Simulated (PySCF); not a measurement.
# AsBFH₃: electronic excitations and core binding energies

Aim: predict the electronic excitations and core binding energies of AsBFH₃ (`FB[AsH2]`).

The runs use PySCF 2.14.0, with density-fitted response routines of our own; the level of theory stands in each step. All values are computed, except where a source is named. Atoms count from 0, in the outputs and in this text.

**1. The starting structure**

6 atoms, charge 0, multiplicity 1; geometry from: GFN2-xTB.

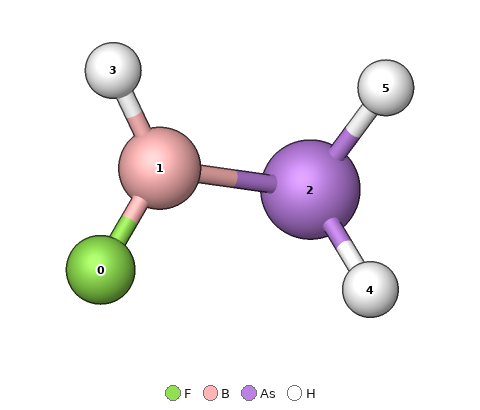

As it starts; fluorine green, boron pink, arsenic purple, hydrogen white, atoms numbered.

**2. Ultraviolet spectrum: wB97X-D/def2-SVPD**

The job: settings as JSON, then the geometry in Å.

```
{"job": {"kind": "uv", "xc": "wB97X-D", "basis": "def2-SVPD", "nstates": 8, "ntriplets": 3}, "charge": 0, "multiplicity": 1}
F      1.521780     1.094398     0.083913
B      0.879875    -0.045459    -0.063608
As    -1.028178    -0.024996    -0.699242
H      1.525592    -1.012480     0.127301
H     -1.433835     1.063148     0.247144
H     -1.462112    -1.072619     0.282917
```

Method: TDDFT wB97X-D/def2-SVPD, vertical, gas phase, core orbitals frozen in the response.

The program printed:

```text
coarse grid: 25232 points
cycle   1  E = -2362.0249394733  dE = -6.226e-01  |g| = 4.677e-01  |ddm| = 2.710e+00
cycle   2  E = -2362.0221075641  dE =  2.832e-03  |g| = 5.486e-01  |ddm| = 7.273e-01
cycle   3  E = -2362.0683634138  dE = -4.626e-02  |g| = 4.065e-02  |ddm| = 3.707e-01
cycle   4  E = -2362.0687674332  dE = -4.040e-04  |g| = 1.370e-02  |ddm| = 8.053e-02
cycle   5  E = -2362.0688274889  dE = -6.006e-05  |g| = 2.607e-03  |ddm| = 2.680e-02
cycle   6  E = -2362.0688299031  dE = -2.414e-06  |g| = 9.630e-04  |ddm| = 6.219e-03
final grid: 52008 points
cycle   7  E = -2362.0687889611  dE = -1.248e-06  |g| = 8.028e-04  |ddm| = 6.727e-03
cycle   8  E = -2362.0687890364  dE = -7.528e-08  |g| = 7.510e-04  |ddm| = 2.455e-03
cycle   9  E = -2362.0687891206  dE = -8.422e-08  |g| = 1.047e-04  |ddm| = 6.956e-04
cycle  10  E = -2362.0687891263  dE = -5.692e-09  |g| = 5.283e-05  |ddm| = 2.214e-04
cycle  11  E = -2362.0687891280  dE = -1.720e-09  |g| = 1.821e-05  |ddm| = 1.419e-04
cycle  12  E = -2362.0687891282  dE = -2.206e-10  |g| = 5.341e-06  |ddm| = 4.666e-05
converged SCF energy = -2362.0687891282

Static polarisability (au): isotropic 47.258, principal 41.795 44.256 55.725

Singlet excitations
state   eV       nm        f      main configurations
  1   5.1802    239.3   0.02959   H->L 0.86, H-1->L 0.11
  2   6.5979    187.9   0.02649   H->L+2 0.39, H->L+1 0.29, H-1->L 0.25
  3   6.6833    185.5   0.05052   H-1->L 0.58, H->L+1 0.18, H->L+2 0.09
  4   7.0189    176.6   0.10843   H->L+2 0.48, H->L+1 0.42
  5   7.8506    157.9   0.28461   H->L+3 0.63, H->L+4 0.25
  6   8.0719    153.6   0.00051   H-2->L 0.85
  7   8.3466    148.5   0.06263   H->L+4 0.35, H-1->L+1 0.26, H->L+3 0.18
  8   8.4936    146.0   0.03647   H-1->L+1 0.45, H-1->L+2 0.19, H->L+4 0.10

Triplet excitations (Tamm-Dancoff, eV): 4.4278 5.9437 6.0250
```

Run time: 4.2 s. Hardware: 1 thread, shared host.

Frontier orbitals and where they lie:

```csv
orbital,eV,atoms
HOMO−3,-14.01,"B1 29 %, F0 24 %, H3 20 %"
HOMO−2,-12.25,"As2 45 %, H5 26 %, H4 19 %"
HOMO−1,-11.07,"As2 39 %, B1 22 %, F0 12 %"
HOMO,-9.45,"As2 60 %, B1 17 %, F0 7 %"
LUMO,0.60,"B1 48 %, As2 20 %, F0 16 %"
LUMO+1,1.77,"B1 50 %, As2 27 %, H5 12 %"
LUMO+2,2.19,"As2 55 %, H4 18 %, B1 15 %"
```

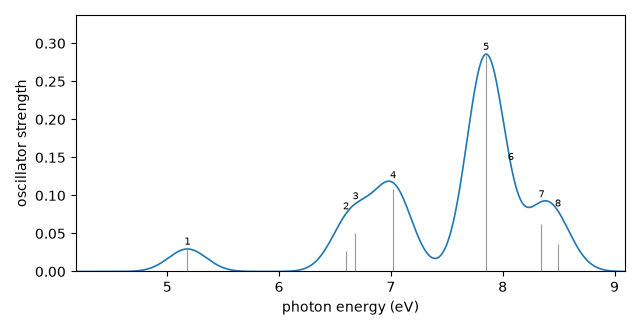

Absorption spectrum from the 8 singlet states computed; above the last one it falls off for lack of states. Lines are broadened to a width of 0.40 eV (Gaussian).

Ground-state properties from the same run:

```
           property  computed
  dipole moment (D)      0.78
polarisability (Å³)      7.00
 HOMO–LUMO gap (eV)     10.05
      −ε(HOMO) (eV)      9.45
```

**3. X-ray photoelectron lines: SCAN, X2C**

Same as in step 2 but for these lines:

```diff
@@ -1,2 +1,2 @@
-{"job": {"kind": "uv", "xc": "wB97X-D", "basis": "def2-SVPD", "nstates": 8, "ntriplets": 3}, "charge": 0, "multiplicity": 1}
+{"job": {"kind": "xps"}, "charge": 0, "multiplicity": 1}
 F      1.521780     1.094398     0.083913
```

With the program's defaults for keys left out, this is: delta-SCF UKS SCAN, pcX-2 on the ionised atom, pcseg-1 elsewhere, spin-free X2C.

The program printed:

```text
ground state, core basis on atom 0 (F), 101 functions
  cycle   1  E = -2382.00286105  |g| = 5.21e-01
  cycle   2  E = -2381.88033943  |g| = 1.06e+00
  cycle   3  E = -2382.04116985  |g| = 6.39e-02
  cycle   4  E = -2382.04206625  |g| = 2.72e-02
  cycle   5  E = -2382.04227307  |g| = 7.00e-03
  cycle   6  E = -2382.04228703  |g| = 2.91e-03
  cycle   7  E = -2382.04228886  |g| = 7.89e-04
  cycle   8  E = -2382.04228817  |g| = 2.02e-04
  E(ground) = -2381.94122002 Eh
hole in F 1s of atom 0
  cycle   1  E = -2355.66503214  |g| = 2.58e+00
  cycle   2  E = -2355.28982046  |g| = 2.20e+00
  cycle   3  E = -2356.35868664  |g| = 5.14e-01
  cycle   4  E = -2356.28927171  |g| = 5.69e-01
  cycle   5  E = -2356.55187633  |g| = 6.77e-02
  cycle   6  E = -2356.55562103  |g| = 2.31e-02
  cycle   7  E = -2356.55606499  |g| = 6.29e-03
  cycle   8  E = -2356.55610172  |g| = 9.49e-04
  cycle   9  E = -2356.55610246  |g| = 2.53e-04
  E(ion) = -2356.46145147 Eh   <S^2> = 0.7564   hole on atom = 1.000   binding energy = 693.340 eV
ground state, core basis on atom 1 (B), 101 functions
  cycle   1  E = -2381.99223386  |g| = 1.20e-01
  cycle   2  E = -2381.98753650  |g| = 2.03e-01
  cycle   3  E = -2381.99417325  |g| = 1.09e-02
  cycle   4  E = -2381.99418842  |g| = 5.37e-03
  cycle   5  E = -2381.99419759  |g| = 6.51e-04
  cycle   6  E = -2381.99419796  |g| = 2.17e-04
  E(ground) = -2381.89194000 Eh
hole in B 1s of atom 1
  cycle   1  E = -2374.31412764  |g| = 1.16e+00
  cycle   2  E = -2372.62873202  |g| = 1.87e+00
  cycle   3  E = -2374.52669651  |g| = 4.92e-01
  cycle   4  E = -2374.60131757  |g| = 4.13e-01
  cycle   5  E = -2374.71071495  |g| = 1.59e-01
  cycle   6  E = -2374.71974948  |g| = 5.78e-02
  cycle   7  E = -2374.72112334  |g| = 2.03e-02
  cycle   8  E = -2374.72151833  |g| = 1.10e-02
  cycle   9  E = -2374.72167846  |g| = 7.27e-03
  cycle  10  E = -2374.72177188  |g| = 5.46e-03
  cycle  11  E = -2374.72180192  |g| = 1.06e-03
  cycle  12  E = -2374.72180353  |g| = 5.20e-04
  cycle  13  E = -2374.72180500  |g| = 1.92e-04
  E(ion) = -2374.62063849 Eh   <S^2> = 0.8991   hole on atom = 1.000   binding energy = 197.862 eV
```

Wall time 4.7 s (1 thread, shared host).

The holes in one table. −ε is the ground-state orbital energy:

| hole | stands for | environment | ΔSCF (eV) | −ε (eV) | ⟨S²⟩ |
| --- | --- | --- | --- | --- | --- |
| F1s on F0 | F0 | fluorine bonded to B | 693.34 | 667.3 | 0.756 |
| B1s on B1 | B1 | boron bonded to As, F, H | 197.86 (doubtful) | 182.1 | 0.899 |

Doubtful: the ion did not converge, its hole moved, or its ⟨S²⟩ is well above 0.75.

**4. Summary of results**

| quantity | value |
| --- | --- |
| lowest singlet (wB97X-D/def2-SVPD) | 5.18 eV (239 nm), f = 0.030 |
| brightest single state of those computed | state 5, 7.85 eV, f = 0.285 |
| lowest triplet | 4.43 eV |
| F1s binding energies, SCAN/pcX-2 | F0 693.34 eV |

In words: The first singlet state (HOMO→LUMO 0.86, HOMO−1→LUMO 0.11) lies at 5.18 eV and is weak; of the 8 states computed, the strongest absorption comes from state 5 at 7.85 eV. The lowest triplet lies 0.75 eV below the lowest singlet (triplets in Tamm-Dancoff, singlets in full TDDFT).
